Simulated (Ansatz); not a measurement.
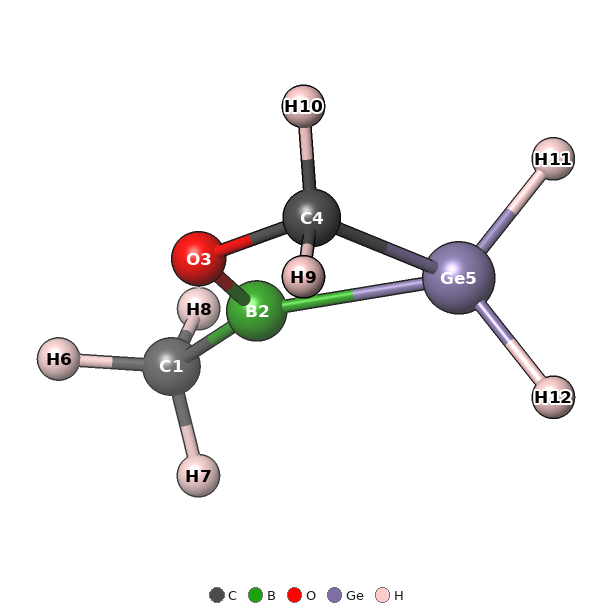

Depth is shown by fading: the farther an atom, the more it takes the colour of the background. Computed geometry: PBE0-D4/def2-TZVP optimisation. No frequency run is at hand to confirm it as a minimum.

### What is the conformation of the ring B2–O3–C4–Ge5?

It is planar. The Cremer–Pople amplitude Q is 0.00 Å.

### Give the torsion angles round the ring, beginning with the bond from its second to its third atom.

0°, 0°, 0°, 0°.
